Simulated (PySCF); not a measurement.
# BH2O (SMILES [BH]O) at UPBE/STO-6G

Aim: the energy change on altering one bond length of BH2O at UPBE/STO-6G, from 2 runs. Input form: a Python script.

The calculation is run with PySCF 2.14.0.

21 further runs of the same task are left out: 8 that didn't finish, 13 set aside as unsound or not needed.

## Step 1: Starting point

BH2O has 4 atoms, charge 0, and is taken as a doublet. As SMILES, `[BH]O`. The shape is that of a PBE0-D4/def2-TZVP optimisation.

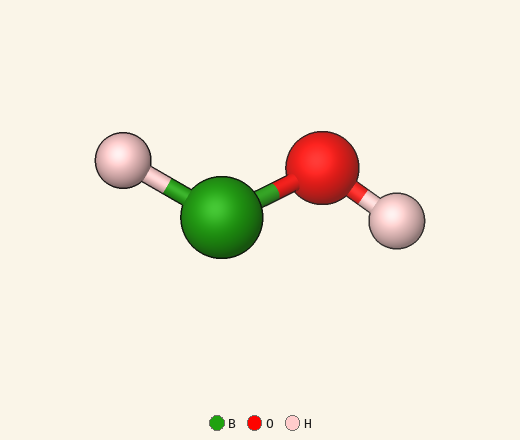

The structure, seen from a chosen angle (boron green, oxygen red, hydrogen pink).

## Step 2: The energy at UPBE/STO-6G

calc.py

```python
from pyscf import gto, dft

mol = gto.M(
    atom='''
B     -0.011527    -0.917462     0.733781
O      0.226200     1.028956    -0.847731
H     -2.011047    -1.950953     1.021019
H      1.901253     1.725698    -0.945430
''',
    spin=1,
    basis='sto-6g',
    verbose=4,
    max_memory=1860,
    unit='bohr',
)

mf = dft.UKS(mol, xc='pbe')
mf.conv_tol = 1e-10
mf.grids.level = 5
mf.kernel()
if not mf.converged:
    mf = mf.newton().run(mf.mo_coeff, mf.mo_occ)

energy = mf.e_tot
print(f'total energy: {energy:.8f} hartree')
```

The run is started by

```sh
$ OMP_NUM_THREADS=1 python calc.py
```

The program printed:

```text
PySCF version 2.14.0

[INPUT] num. atoms = 4
[INPUT] num. electrons = 15
[INPUT] charge = 0
[INPUT] spin (= nelec alpha-beta = 2S) = 1
[INPUT] symmetry False subgroup None
[INPUT] Mole.unit = bohr
[INPUT] Symbol           X                Y                Z      unit          X                Y                Z       unit  Magmom
[INPUT]  1 B     -0.006099825710  -0.485499982285   0.388300183006 AA   -0.011527000000  -0.917462000000   0.733781000000 Bohr   0.0
[INPUT]  2 O      0.119699885110   0.544500066239  -0.448599926190 AA    0.226200000000   1.028956000000  -0.847731000000 Bohr   0.0
[INPUT]  3 H     -1.064200242489  -1.032399867176   0.540299986716 AA   -2.011047000000  -1.950953000000   1.021019000000 Bohr   0.0
[INPUT]  4 H      1.006099759793   0.913200054530  -0.500300010520 AA    1.901253000000   1.725698000000  -0.945430000000 Bohr   0.0

[... 44 lines left out ...]
WARN: HOMO -0.079971201987308 >= LUMO -0.0799712019873081
[... 38 lines left out ...]
converged SCF energy = -100.688124123901  <S^2> = 0.75254144  2S+1 = 2.0025398
total energy: -100.68812412 hartree
```

Wall time 2.8 s (1 thread of Arm Neoverse V1, shared host); peak memory 0.17 GiB.

## Step 3: The distorted shape

mol.xyz

```xyz
4
BH2O
B     -0.157060    -1.721503     1.392582
O      0.119700     0.544500    -0.448600
H     -1.215160    -2.268403     1.544582
H      1.006100     0.913200    -0.500300
```

input.py

```python
from pyscf import gto, dft

mol = gto.Mole()
mol.atom = 'mol.xyz'
mol.spin = 1
mol.basis = 'sto-6g'
mol.max_memory = 1860
mol.verbose = 4
mol.build()

mf = dft.UKS(mol, xc='pbe')
mf.conv_tol = 1e-10
mf.grids.level = 5
mf.kernel()
if not mf.converged:
    mf = mf.newton().run(mf.mo_coeff, mf.mo_occ)

etot = mf.e_tot
print(f'total energy: {etot:.8f} hartree')
```

The run is started by

```sh
$ OMP_NUM_THREADS=1 python input.py
```

The program printed:

```text
PySCF version 2.14.0

[INPUT] num. atoms = 4
[INPUT] num. electrons = 15
[INPUT] charge = 0
[INPUT] spin (= nelec alpha-beta = 2S) = 1
[INPUT] symmetry False subgroup None
[INPUT] Mole.unit = angstrom
[INPUT] Symbol           X                Y                Z      unit          X                Y                Z       unit  Magmom
[INPUT]  1 B     -0.157060000000  -1.721503000000   1.392582000000 AA   -0.296800385124  -3.253169192617   2.631598585999 Bohr   0.0
[INPUT]  2 O      0.119700000000   0.544500000000  -0.448600000000 AA    0.226200217110   1.028955874826  -0.847731139480 Bohr   0.0
[INPUT]  3 H     -1.215160000000  -2.268403000000   1.544582000000 AA   -2.296319597526  -4.286660410142   2.918836956933 Bohr   0.0
[INPUT]  4 H      1.006100000000   0.913200000000  -0.500300000000 AA    1.901253453925   1.725697896953  -0.945429980120 Bohr   0.0

[... 44 lines left out ...]
WARN: HOMO -0.15461604261994 >= LUMO -0.154616042619941
[... 79 lines left out ...]
SCF not converged.
SCF energy = -100.419171265632 after 50 cycles  <S^2> = 1.0507536  2S+1 = 2.2810117
[... 59 lines left out ...]
converged SCF energy = -100.419171321113  <S^2> = 1.0503779  2S+1 = 2.2806822
total energy: -100.41917132 hartree
```

Run time: 12 s. Hardware: 1 thread of Arm Neoverse V1, shared host; peak memory 0.34 GiB.

## Step 4: What came out

At UPBE/STO-6G:

| quantity | value |
| --- | --- |
| first shape: total energy | -100.68812 Eh |
| first shape: dipole moment | 1.97 D |
| first shape: HOMO energy (highest over α and β) | -0.83 eV |
| first shape: LUMO energy (lowest over α and β) | 2.21 eV |
| first shape: ⟨S²⟩ | 0.753 |
| distorted shape: total energy | -100.41917 Eh |
| distorted shape: dipole moment | 0.78 D |
| distorted shape: HOMO energy (highest over α and β) | -1.17 eV |
| distorted shape: LUMO energy (lowest over α and β) | -0.51 eV |
| distorted shape: ⟨S²⟩ | 1.050 |
| energy change with the B1–O2 bond stretched from 1.333 to 2.933 Å | 7.319 eV |

What this shows: With the B1–O2 bond stretched from 1.333 to 2.933 Å the energy rises by 7.32 eV (706 kJ/mol). The first shape isn't relaxed at this level, so the change isn't measured from a minimum. The minimal basis adds a large error of its own. Mulliken charges (first shape) run from -0.28 on O2 to +0.26 on H4. ⟨S²⟩ (distorted shape) is 1.05 where a pure doublet has 0.75: the reference is spin-contaminated.
